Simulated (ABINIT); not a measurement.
# A GW chain in ABINIT: Al2O3 (Corundum)

How does a plane-wave GW calculation on Al2O3 (Corundum) run from the first input to the gap?

Main program and level: ABINIT 10.8.3; PBE and many-body steps on it, plane waves.

**The experiments to reproduce.**

- Gap 8.7 eV: optical band gap of host from absorption; optical absorption, quoted from earlier work; bulk crystal (high-purity reference sample) (quoted in “Multi-petahertz electron interference in Cr:Al2O3 solid-state material”, 2018, pmc:5906618).

Most raw output is cut from this account.

### Step 1. Starting point

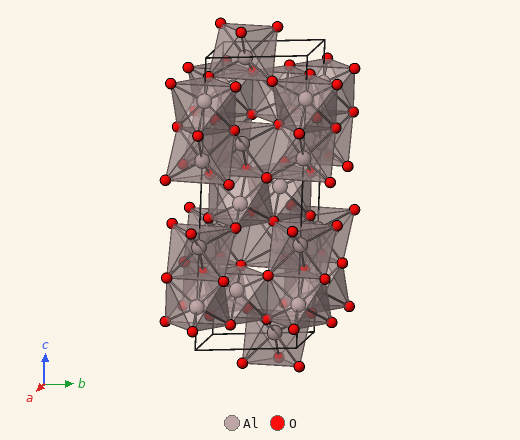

The cell as given, slightly off an axis (aluminium light grey, oxygen red). This picture shows the conventional cell, with its axes. Some periodic images of atoms are drawn too.

The cell and positions come from the Crystallography Open Database and are kept as given unless a step says otherwise.

### Step 2. Ground state

This step: ABINIT 10.8.3; DFT, PBE, plane waves, norm-conserving pseudopotentials.

The ground-state density comes first.

run.abi

```
acell 3*1.0 Angstrom
rprim 
  2.380249999995 1.374237978213 4.331866666707
  -2.380249999995 1.374237978213 4.331866666707
  -0.000000000000 -2.748475956495 4.331866666685
ntypat 2
znucl 13 8
natom 10
typat 1 1 1 1 2 2 2 2 2 2
xred 
  0.352160000000 0.352160000000 0.352160000000
  0.147840000000 0.147840000000 0.147840000000
  0.647840000000 0.647840000000 0.647840000000
  0.852160000000 0.852160000000 0.852160000000
  0.556680000000 0.943320000000 0.250000000000
  0.250000000000 0.556680000000 0.943320000000
  0.943320000000 0.250000000000 0.556680000000
  0.443320000000 0.056680000000 0.750000000000
  0.750000000000 0.443320000000 0.056680000000
  0.056680000000 0.750000000000 0.443320000000
pp_dirpath "pseudos"
pseudos "Al.upf, O.upf"
ecut 36
ngkpt 6 6 6
nshiftk 1
shiftk 0 0 0
kptopt 1
chksymbreak 0
nband 33
occopt 1
tolvrs 1e-10
nstep 60
prtwf 0
optforces 0
optstress 0
indata_prefix "in"
outdata_prefix "out"
tmpdata_prefix "tmp"
```

Run with:

```sh
$ OMP_NUM_THREADS=1 mpirun -n 4 abinit run.abi > log
```

It took 84 s on 4 MPI ranks of Arm Neoverse V1, shared host; peak memory 0.52 GiB; 5.6 min of CPU time.

This step gave:

```yaml
total_energy: -2969.2589 eV
gap: 6.266 eV
k_of_the_valence_top: 0, 0, 0
k_of_the_conduction_bottom: 0, 0, 0
least_direct_gap: 6.266 eV
```

The gap is direct, at Γ.

### Step 3. Bands along the symmetry lines

Levels along a band path, at the cheap level, show where the edges lie and whether the meshes to come will hold them.

Changes to run.abi since step 2:

```diff
@@ -23,14 +23,45 @@
 ecut 36
-ngkpt 6 6 6
-nshiftk 1
-shiftk 0 0 0
-kptopt 1
-chksymbreak 0
-nband 33
-occopt 1
-tolvrs 1e-10
-nstep 60
+iscf -2
+irdden 1
+kptopt 0
+nkpt 31
+kpt 
+  0.00000000 0.00000000 0.00000000
+  0.12500000 0.12500000 0.12500000
+  0.25000000 0.25000000 0.25000000
+  0.37500000 0.37500000 0.37500000
+  0.50000000 0.50000000 0.50000000
+  0.56655988 0.43344012 0.50000000
+  0.63311976 0.36688024 0.50000000
+  0.69967964 0.30032036 0.50000000
+  0.76623952 0.23376048 0.50000000
+  0.50000000 -0.23376048 0.23376048
+  0.50000000 -0.17532036 0.17532036
+  0.50000000 -0.11688024 0.11688024
+  0.50000000 -0.05844012 0.05844012
+  0.50000000 0.00000000 0.00000000
+  0.37500000 0.00000000 0.00000000
+  0.25000000 0.00000000 0.00000000
+  0.12500000 0.00000000 0.00000000
+  0.00000000 0.00000000 0.00000000
+  0.09172006 -0.09172006 0.00000000
+  0.18344012 -0.18344012 0.00000000
+  0.27516018 -0.27516018 0.00000000
+  0.36688024 -0.36688024 -0.00000000
+  0.63311976 0.00000000 0.36688024
+  0.59983982 0.00000000 0.40016018
+  0.56655988 0.00000000 0.43344012
+  0.53327994 0.00000000 0.46672006
+  0.50000000 0.00000000 0.50000000
+  0.37500000 0.00000000 0.37500000
+  0.25000000 0.00000000 0.25000000
+  0.12500000 0.00000000 0.12500000
+  0.00000000 0.00000000 0.00000000
+istwfk *1
+nband 38
+nbdbuf 9
+tolwfr 1e-07
+nstep 50
 prtwf 0
-optforces 0
-optstress 0
+prtvol 0
 indata_prefix "in"
```

It took 46 s on 4 MPI ranks; peak memory 0.4 GiB; 3.1 min of CPU time.

Numbers from this step:

| Item | Value |
| --- | --- |
| gap | 6.266 eV |
| k of the valence top | 0, 0, 0 |
| k of the conduction bottom | 0, 0, 0 |
| least direct gap | 6.266 eV |

The gap is 6.266 eV, as in the run before at this level.

Electronic bands along the path, in eV, zero at the top of the highest filled band:

```
     point  band 21  band 22  band 23  band 24  band 25  band 26  band 27  band 28
         Γ    -0.49    -0.04    -0.04     0.00     6.27     9.19    10.78    11.56
         T    -0.38    -0.38    -0.38    -0.38     8.71     8.71    11.13    11.13
        H2    -0.84    -0.84    -0.50    -0.50     9.74     9.74    10.15    10.15
jump to H0    -0.84    -0.84    -0.50    -0.50     9.74     9.74    10.15    10.15
         L    -0.90    -0.90    -0.27    -0.27     9.49     9.49     9.68     9.68
         Γ    -0.49    -0.04    -0.04     0.00     6.27     9.19    10.78    11.56
        S0    -0.88    -0.84    -0.56    -0.28     9.54     9.57     9.78    10.26
jump to S2    -0.88    -0.84    -0.56    -0.28     9.54     9.57     9.78    10.26
         F    -1.02    -0.91    -0.74    -0.25     9.68     9.76     9.95    10.44
         Γ    -0.49    -0.04    -0.04     0.00     6.27     9.19    10.78    11.56
```

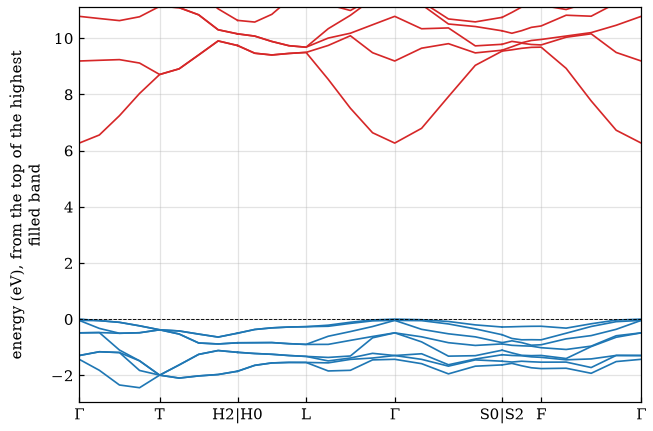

Electronic bands along the path; lines of filled and empty bands in two colours.

### Step 4. Empty states on the mesh, 2×2×2 mesh, 170 bands

The sums over transitions need many empty states on a uniform mesh; this step solves for them.

run.abi

```
acell 3*1.0 Angstrom
rprim 
  2.380249999995 1.374237978213 4.331866666707
  -2.380249999995 1.374237978213 4.331866666707
  -0.000000000000 -2.748475956495 4.331866666685
ntypat 2
znucl 13 8
natom 10
typat 1 1 1 1 2 2 2 2 2 2
xred 
  0.352160000000 0.352160000000 0.352160000000
  0.147840000000 0.147840000000 0.147840000000
  0.647840000000 0.647840000000 0.647840000000
  0.852160000000 0.852160000000 0.852160000000
  0.556680000000 0.943320000000 0.250000000000
  0.250000000000 0.556680000000 0.943320000000
  0.943320000000 0.250000000000 0.556680000000
  0.443320000000 0.056680000000 0.750000000000
  0.750000000000 0.443320000000 0.056680000000
  0.056680000000 0.750000000000 0.443320000000
pp_dirpath "pseudos"
pseudos "Al.upf, O.upf"
ecut 36
ngkpt 2 2 2
nshiftk 1
shiftk 0 0 0
kptopt 1
chksymbreak 0
iscf -2
irdden 1
istwfk *1
nband 170
nbdbuf 14
tolwfr 1e-09
nstep 60
prtvol 0
indata_prefix "in"
outdata_prefix "out"
tmpdata_prefix "tmp"
```

Elapsed: 49 s, on 4 MPI ranks; peak memory 0.4 GiB.

Numbers from this step:

```yaml
gap: 6.266 eV
k_of_the_valence_top: 0, 0, 0
k_of_the_conduction_bottom: 0, 0, 0
least_direct_gap: 6.266 eV
k_points_computed: 4
lowest_point_of_the_top_converged_band_above_the_valence_top: 67.8402 eV
```

On this mesh the gap is 6.266 eV.

### Step 5. Screening, 2×2×2 mesh, 156 bands, screening to 106.1 eV

The RPA dielectric matrix is built and inverted for each q.

This step: RPA screening on PBE, plane waves, norm-conserving pseudopotentials.

Changes to run.abi since step 4:

```diff
@@ -28,10 +28,11 @@
 chksymbreak 0
-iscf -2
-irdden 1
 istwfk *1
-nband 170
-nbdbuf 14
-tolwfr 1e-09
-nstep 60
-prtvol 0
+occopt 1
+irdwfk 1
+optdriver 3
+nband 156
+ecuteps 3.9
+inclvkb 2
+awtr 1
+symchi 1
 indata_prefix "in"
```

Run time: 36 s. Hardware: 4 MPI ranks; peak memory 1.2 GiB.

This step gave:

```
ε∞ with local fields, on this mesh, along the program's q direction : 3.133
the same without local fields                                       : 3.329
plasma frequency                                                    : 27.90 eV
plane waves in the screening matrix                                 : 205
```

Local fields lower ε∞ by 6 %. On a Γ-centred mesh this coarse the value itself is usually too large, while a short band sum pulls it down.

### Step 6. Self-energy, 2×2×2 mesh, 156 bands, screening to 106.1 eV

The self-energy is evaluated for the states that the input lists, and the levels follow from it, in one-shot runs by the linearised quasiparticle equation.

This step: G0W0 on PBE, plane waves, norm-conserving pseudopotentials.

Changes to run.abi since step 5:

```diff
@@ -31,8 +31,21 @@
 irdwfk 1
-optdriver 3
+optdriver 4
 nband 156
+gwcalctyp 0
+ecutsigx 36
+symsigma 1
+nkptgw 4
+kptgw 
+  0.0000000000 0.0000000000 0.0000000000
+  0.5000000000 0.0000000000 0.0000000000
+  0.5000000000 0.5000000000 0.0000000000
+  0.5000000000 0.5000000000 0.5000000000
+bdgw 
+  7 30
+  7 30
+  7 30
+  7 30
 ecuteps 3.9
-inclvkb 2
-awtr 1
-symchi 1
+irdscr 1
+ppmodel 1
 indata_prefix "in"
```

It took 55 s on 4 MPI ranks; peak memory 1.7 GiB; 3.7 min of CPU time.

This step gave:

```yaml
g0w0_gap_on_the_mesh: 8.273 eV
starting_gap_on_the_mesh: 6.266 eV
k_of_the_valence_top: 0, 0, 0
k_of_the_conduction_bottom: 0, 0, 0
z_at_the_valence_top: 0.825
z_at_the_conduction_bottom: 0.86
least_direct_g0w0_gap_on_the_computed_points: 8.273 eV
```

The gap on the mesh goes from 6.27 eV to 8.27 eV, a correction of +2.01 eV.

Limits: finite bands, cutoff and mesh; coarse k mesh. v1 is the top filled band, c1 the lowest empty one. The levels before and after the correction (eV, zero at the valence-band top of each column):

```
           conduction bottom  valence top
Kohn-Sham               6.27         0.00
     G0W0               8.27         0.00
```

```
             level  energy (eV)
Kohn-Sham     Γ v4       -0.488
Kohn-Sham  Γ v3-v2       -0.045
Kohn-Sham     Γ v1        0.000
Kohn-Sham     Γ c1        6.266
Kohn-Sham     Γ c2        9.188
Kohn-Sham     Γ c3       10.777
Kohn-Sham     Γ c4       11.564
     G0W0     Γ v4       -0.639
     G0W0  Γ v3-v2       -0.036
     G0W0     Γ v1        0.000
     G0W0     Γ c1        8.273
     G0W0     Γ c2       11.203
     G0W0     Γ c3       13.283
     G0W0     Γ c4       13.872
```

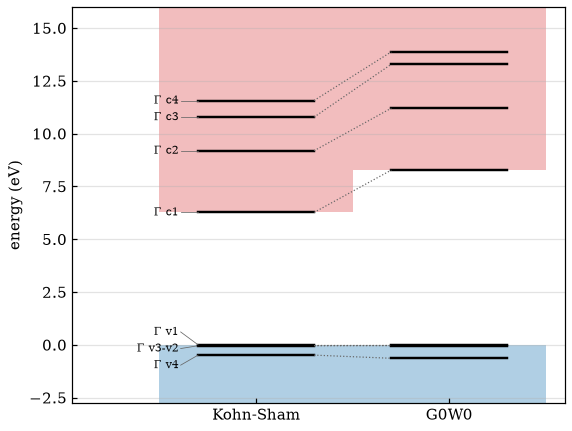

Levels before and after the correction. Shaded: valence and conduction bands.

### Step 7. Where the time went

Times are wall times on 4 MPI ranks of Arm Neoverse V1, shared host, good to a factor of about two.

```
                          step  time  share  memory (GiB)
                  ground state  84 s   31 %          0.52
bands along the symmetry lines  46 s   17 %           0.4
      empty states on the mesh  49 s   18 %           0.4
                     screening  36 s   13 %           1.2
                   self-energy  55 s   20 %           1.7
```

### Step 8. What came out

```json
{"PBE gap": "6.27 eV, direct", "G0W0 gap on the mesh": "8.27 eV", "GW settings": "2×2×2 mesh, 156 bands, screening to 106.1 eV, Godby-Needs plasmon pole", "known limits": "not at the basis limit; coarse k mesh"}
```

**Reading.** G0W0 moves the gap on the mesh from 6.27 eV to 8.27 eV (+2.01 eV), with Z of 0.82 and 0.86 at the edges. Local fields lower the RPA ε∞ on this mesh from 3.33 to 3.13; a Γ-centred mesh this coarse tends to raise both, most where the direct gap is narrow, while a short band sum lowers them. The dearest step here is «ground state». Against experiment, by G0W0@PBE: the gap of 8.27 eV lies −0.43 eV from the measured 8.7 eV (optical, quoted 2018). An exciton line or allowed optical edge lies below the quasiparticle gap by the binding energy; a forbidden edge can push the onset above it. The calculation has static nuclei and no excitons; a measured gap holds zero-point and thermal motion, which mostly lowers it. Bands and cutoff are finite, so the gap is not at the basis limit. The miss can reach some tenths of an eV and take either sign; the mesh is an error of its own. The 2×2×2 mesh is coarse for this cell, which bears on the long-range parts of exchange and screening.

[Paths, hosts, dates, memory and timing lines, banners, echoed tables and standing remarks are left out of the program output.]

[Logs are printed without paths, hosts, clocks, repeated set-up lines and the standing remarks that a program may print on its own settings, such as how far it seeks lower states.]

[Runs of the session that timed out or met a known fault of the program may be left out.]

[Hosts, paths, dates, database ids (printed as entryN), source tags and the programs' standing remarks are cut or masked in the printed files.]

[G0W0 gaps are taken among the corrected bands and points alone; a level outside them can change the order at an edge.]

[Where Ansatz stands beside ABINIT at settings called matched, ABINIT's density can come from a denser mesh and the files from another edition; pairs whose starting gaps differed by over 0.03 eV were left out, so agreement reads better than it is.]
